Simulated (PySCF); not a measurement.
**C4H9FGeO (SMILES CC(=O)[CH2][GeH2][CH2]F): density, localisation and related maps**

Input file:

```
{"job": {"kind": "uv", "xc": "CAM-B3LYP", "basis": "def2-SVPD", "nstates": 8, "ntriplets": 3}, "charge": 0, "multiplicity": 1}
C     -2.461190     0.519056     0.166972
C     -1.135784     0.143600    -0.431996
O     -0.642068     0.738874    -1.361170
C     -0.409693    -1.008206     0.193324
Ge     1.467088    -0.877621    -0.444961
C      2.177295     0.873972     0.176601
F      1.817535     1.017487     1.504715
H     -3.057793    -0.366450     0.371600
H     -2.276697     1.028187     1.112393
H     -3.000138     1.192988    -0.494034
H     -0.877682    -1.939814    -0.127755
H     -0.481656    -0.972120     1.280845
H      1.596816    -1.020533    -1.927786
H      2.272066    -1.980630     0.197669
H      1.738898     1.713678    -0.363980
H      3.265403     0.946476     0.136152
```

Launched as:

```sh
OMP_NUM_THREADS=1 python probes_run.py task.json out
```

Geometry: GFN2-xTB.

Computed with CAM-B3LYP/def2-SVPD, SCF density, gas phase (PySCF).

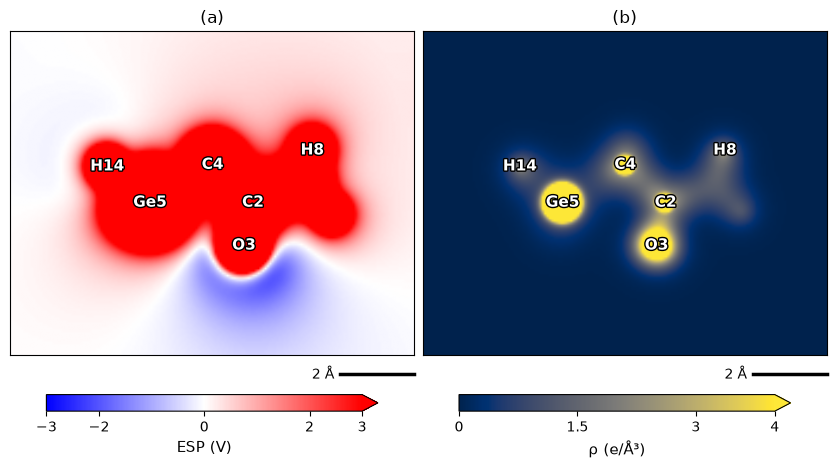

Figure 1. (a) electrostatic potential; (b) total electron density on the plane of atoms C4, Ge5 and H14.

**What does the map show?**

- Atoms in the plane: C, O, Ge and H.
- C–O (1.21 Å): ρ is about 3.3 e/Å³ halfway.
- C–C (1.50 Å): the density is about 1.8 e/Å³ at the midpoint.
- C–Ge (1.99 Å): the density is about 0.85 e/Å³ at the midpoint.
- Ge–H (1.51 Å): ρ at the midpoint is about 1.1 e/Å³.
- Outside the dense part of the molecule the potential is most negative (−2.0 V) near O3.

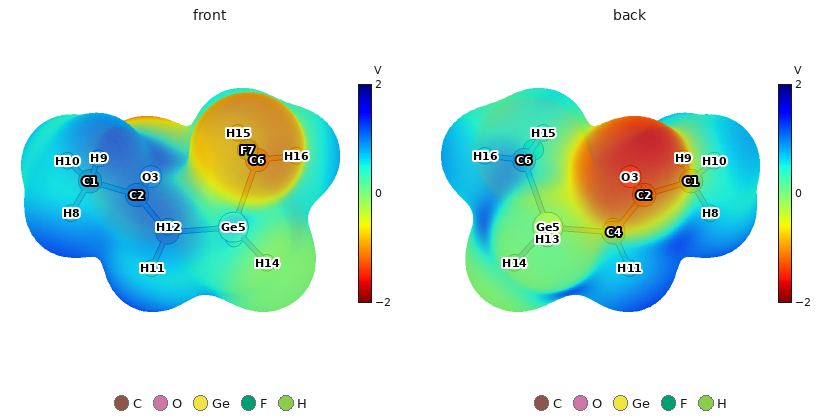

Figure 2. The molecular electrostatic potential painted on the density surface at 0.002 e/bohr³, seen from the front and from behind; the colour scale runs from red (negative) to blue (positive).

**Which sites attract a positive test charge, and which a negative one?**

A positive charge is drawn to the negative regions and a negative charge to the positive ones. The most negative region (about −1.6 V, or −37 kcal/mol for a unit charge) lies over O3, the most positive (about +1.2 V, or +28 kcal/mol for a unit charge) over C2, Ge5, H8 and H11. O3 is the likeliest acceptor of a hydrogen bond.

**How polar is the molecule by this calculation?**

Its dipole moment is 2.02 D.
